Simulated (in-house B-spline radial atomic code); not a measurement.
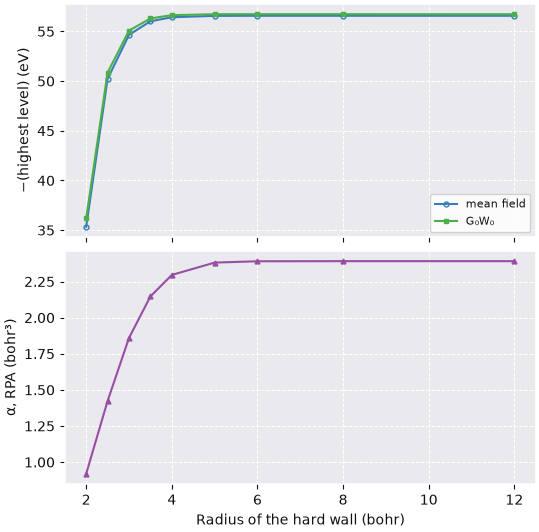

In³⁺ ([Kr] 4d¹⁰) confined in a hard spherical wall, Hartree-Fock start. All-electron spherical atom, scalar X2C, no spin-orbit coupling, Breit or QED terms; computed with a B-spline radial code.

**Describe the effect of the wall.**

As the wall closes from 12 to 2 bohr, the mean-field binding energy of 4d goes from 56.57 to 35.35 eV, and the G₀W₀ value from 56.73 (at 12 bohr) to 36.19 eV (at 2 bohr). The RPA-screened polarisability falls from 2.39 to 0.920 bohr³, and the RPA correlation energy goes from −3.35 to −3.37 hartree.
